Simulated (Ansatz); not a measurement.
**GeH2Cl (SMILES [Cl][GeH2]) at 6 levels**

We compute a comparison of 6 runs (U-r2SCAN/STO-3G, U-r2SCAN0/STO-3G, UPBE/STO-3G, USVWN5/STO-3G, RPA@PBE/STO-3G, UCCSD(T)/STO-3G) of GeH2Cl. 

The calculation is run with Ansatz 0.2.0.

57 further runs of the same task are left out: 6 that didn't finish, 51 set aside as unsound or not needed.

## Step 1: The structure to begin with

The species is GeH2Cl (4 atoms), meant as a doublet with charge 0. As SMILES, `[Cl][GeH2]`. The H3–Ge2 distance was set to 3.092 Å, away from the relaxed value. At this shape a bond of the SMILES string is far longer than usual.

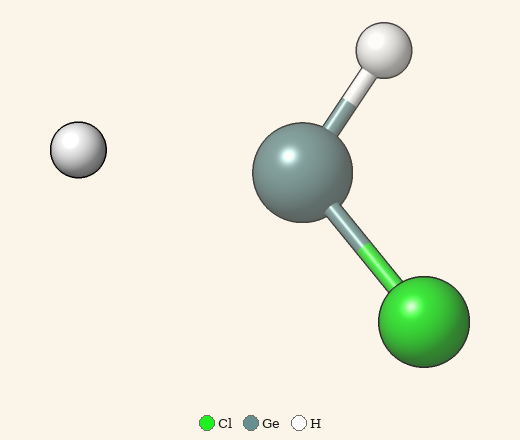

The structure, seen from a chosen angle (chlorine green, germanium teal, hydrogen white).

## Step 2: A single-point energy at U-r2SCAN/STO-3G (run 1)

molecule.yaml

```yaml
crystal:
  periodic: [false, false, false]
  atoms:
    - {symbol: Cl, position_ang: [-1.528900, -0.405497, 2.366094]}
    - {symbol: Ge, position_ang: [0.140700, -1.161797, 1.230994]}
    - {symbol: H, position_ang: [0.072700, 0.259600, -1.514200]}
    - {symbol: H, position_ang: [1.417400, -0.824397, 2.034894]}
basis:
  gaussian:
    orbitals: STO-3G
magnetization:
  spin_polarized: true
  initial_magnetization: 1
hamiltonian:
  xc: r2scan
accuracy: high
```

Command:

```
$ ansatz run molecule.yaml --threads 1 --pin off --max-ram 2610MiB --events-out events.jsonl --progress --plain --runs-dir runs
```

Log:

```text
Warning: RAYON_NUM_THREADS=1 ignored (pool sized by the plan → 1); use --threads N
Functional definition: r2SCAN
  name "r2SCAN"
  parameter k0 = 0.174
  parameter k1 = 0.065
  parameter a1 = 4.9479
  exchange = r2scan_x(k0 = k0, k1 = k1, a1 = a1)
  correlation = r2scan_c
419 factors; integrals over basis functions are off by at most 4.9e-9 eV
mean field evaluation 1: about -68106.5810 eV, gradient 1.5e2 eV
mean field evaluation 2: about -68198.4795 eV, gradient 6.4e1 eV
mean field evaluation 4: about -68269.8326 eV, gradient 1.3e1 eV
mean field evaluation 8: about -68275.7578 eV, gradient 1.6e1 eV
mean field evaluation 16: about -68282.5436 eV, gradient 6.7e-4 eV
mean field evaluation 32: about -68254.8020 eV, gradient 4.9e1 eV
mean field -68282.54356212 eV, -2509.3371923375 hartree, gradient 2.0e-8 eV, S^2 0.869370; 5 other end points of the search recorded, 0 dependent functions left out
reference -68282.54356304 eV, -2509.3371923712 hartree; 26, 25 occupied and 3, 4 virtual orbitals, 419 factors
Total energy: -68282.54356304 eV, -2509.3371923712 hartree
```

Wall time 8.7 s (1 thread of Arm Neoverse V1, shared host); peak memory 0.23 GiB.

## Step 3: A single-point energy at U-r2SCAN0/STO-3G (run 2)

job.yaml

```yaml
crystal:
  periodic: [false, false, false]
  atoms:
    - {symbol: Cl, position_ang: [-1.528900, -0.405497, 2.366094]}
    - {symbol: Ge, position_ang: [0.140700, -1.161797, 1.230994]}
    - {symbol: H, position_ang: [0.072700, 0.259600, -1.514200]}
    - {symbol: H, position_ang: [1.417400, -0.824397, 2.034894]}
basis:
  gaussian: {orbitals: STO-3G}
magnetization: {spin_polarized: true, initial_magnetization: 1}
hamiltonian: {xc: {name: r2SCAN0}}
accuracy: high
```

Command:

```
$ ansatz run job.yaml --threads 1 --pin off --max-ram 2610MiB --events-out events.jsonl --progress --plain --runs-dir runs
```

Log:

```text
Warning: RAYON_NUM_THREADS=1 ignored (pool sized by the plan → 1); use --threads N
Functional definition: r2SCAN0
  name "r2SCAN0"
  parameter a = 0.25
[... 3 set-up lines as earlier in the session ...]
  exchange = (1 - a)*r2scan_x(k0 = k0, k1 = k1, a1 = a1) + a*exact_x
[... 1 set-up line as earlier in the session ...]
419 factors; integrals over basis functions are off by at most 4.9e-9 eV
mean field evaluation 1: about -68262.8967 eV, gradient 3.3e1 eV
mean field evaluation 2: about -68256.2524 eV, gradient 4.0e1 eV
mean field evaluation 4: about -68275.7893 eV, gradient 1.2e1 eV
mean field evaluation 8: about -68278.4974 eV, gradient 1.3e1 eV
mean field evaluation 16: about -68284.2483 eV, gradient 1.4e-2 eV
mean field -68284.24831087 eV, -2509.3998406987 hartree, gradient 1.6e-8 eV, S^2 0.870321; 2 other end points of the search recorded, 0 dependent functions left out
reference -68284.24831157 eV, -2509.3998407245 hartree; 26, 25 occupied and 3, 4 virtual orbitals, 419 factors
Total energy: -68284.24831157 eV, -2509.3998407245 hartree
```

It took 8.1 s on 1 thread of Arm Neoverse V1, shared host; peak memory 0.23 GiB.

Run 3 isn't shown in full; the table further down has it.

## Step 4: The energy at USVWN5/STO-3G (run 4)

input.yaml

```yaml
crystal:
  periodic: [false, false, false]
  atoms:
    - {symbol: Cl, position_ang: [-1.528900, -0.405497, 2.366094]}
    - {symbol: Ge, position_ang: [0.140700, -1.161797, 1.230994]}
    - {symbol: H, position_ang: [0.072700, 0.259600, -1.514200]}
    - {symbol: H, position_ang: [1.417400, -0.824397, 2.034894]}
basis:
  gaussian:
    orbitals: STO-3G
hamiltonian:
  xc: {name: SVWN5}
magnetization:
  spin_polarized: true
  initial_magnetization: 1
accuracy: high
```

Command:

```
$ ansatz run input.yaml --threads 1 --pin off --max-ram 2610MiB --events-out events.jsonl --progress --plain --runs-dir runs
```

Log:

```text
Warning: RAYON_NUM_THREADS=1 ignored (pool sized by the plan → 1); use --threads N
Functional definition: SVWN5
  name "SVWN5"
  exchange = slater_x
  correlation = vwn5_c
419 factors; integrals over basis functions are off by at most 4.9e-9 eV
mean field evaluation 1: about -67859.9775 eV, gradient 2.0e2 eV
mean field evaluation 2: about -67991.2173 eV, gradient 8.0e1 eV
mean field evaluation 4: about -68119.5971 eV, gradient 3.8e1 eV
mean field evaluation 8: about -68116.9039 eV, gradient 5.0e1 eV
mean field evaluation 16: about -68146.6011 eV, gradient 1.2e-1 eV
mean field evaluation 32: about -68137.6806 eV, gradient 2.3e1 eV
mean field evaluation 64: about -68146.4106 eV, gradient 2.0e0 eV
mean field -68146.60000393 eV, -2504.3413587200 hartree, gradient 3.5e-8 eV, S^2 0.856669; 8 other end points of the search recorded, 0 dependent functions left out
reference -68146.60000575 eV, -2504.3413587869 hartree; 26, 25 occupied and 3, 4 virtual orbitals, 419 factors
Total energy: -68146.60000575 eV, -2504.3413587869 hartree
```

Wall time 2.1 s (1 thread of Arm Neoverse V1, shared host); peak memory 0.11 GiB.

Run 5 isn't shown in full; the table further down has it.

## Step 5: The energy at UCCSD(T)/STO-3G (run 6)

job.yaml

```yaml
crystal:
  periodic: [false, false, false]
  atoms:
    - symbol: Cl
      position_ang: [-1.528900, -0.405497, 2.366094]
    - symbol: Ge
      position_ang: [0.140700, -1.161797, 1.230994]
    - symbol: H
      position_ang: [0.072700, 0.259600, -1.514200]
    - symbol: H
      position_ang: [1.417400, -0.824397, 2.034894]
basis:
  gaussian: {orbitals: STO-3G}
magnetization: {spin_polarized: true, initial_magnetization: 1}
correlation: {method: ccsd_t, frozen_orbitals: {Cl: 5, Ge: 9, H: 0}}
accuracy: high
scf: {omitted_lower_state_checks: [cluster_reference, increment]}
```

Command:

```
$ ansatz run job.yaml --threads 1 --pin off --max-ram 2610MiB --events-out events.jsonl --progress --plain --runs-dir runs
```

Log:

```text
Warning: RAYON_NUM_THREADS=1 ignored (pool sized by the plan → 1); use --threads N
[... 13 lines left out ...]
14 core orbitals not correlated: weight in the atoms' cores, before any rotation towards them, 1.000 or more for the frozen orbitals, at most 0.000 for the correlated occupied ones
[... 43 lines left out ...]
Total energy: -68230.53718106 eV, -2507.4259930850 hartree
Checks for a lower state left out: cluster_reference, increment
```

Wall time 1 s (1 thread of Arm Neoverse V1, shared host).

## Step 6: The series

| run | level | frozen core orbitals | energy (Eh) | ⟨S²⟩ | wall time |
| --- | --- | --- | --- | --- | --- |
| 1 | U-r2SCAN/STO-3G | – | -2509.337192 | 0.869 | 8.7 s |
| 2 | U-r2SCAN0/STO-3G | – | -2509.399841 | 0.870 | 8.1 s |
| 3 | UPBE/STO-3G | – | -2508.682134 | 0.882 | 4.2 s |
| 4 | USVWN5/STO-3G | – | -2504.341359 | 0.857 | 2.1 s |
| 5 | RPA@PBE/STO-3G | 14 | -2507.438582 | 0.882 | 7.8 s |
| 6 | UCCSD(T)/STO-3G | 14 | -2507.425993 | 1.014 | 1 s |

## Step 7: Outcome

```
                                           quantity           value
                                run 6: total energy  -2507.42599 Eh
run 6: correlation energy (14 core orbitals frozen)       -47.7 mEh
                              run 6: (T) correction       -1.06 mEh
           run 6: ⟨S²⟩ of the reference determinant           1.014
                               run 6: T1 diagnostic           0.042
```

Totals of different functionals can't be ranked against each other. In runs 1, 2, 3, 4, 5, 6 the basis is minimal, so the values are rough. Spin contamination of the reference: run 6 ⟨S²⟩ = 1.01, run 5 ⟨S²⟩ = 0.88, run 3 ⟨S²⟩ = 0.88, run 2 ⟨S²⟩ = 0.87, run 1 ⟨S²⟩ = 0.87, run 4 ⟨S²⟩ = 0.86. All runs together took 32 s, the longest 8.7 s.
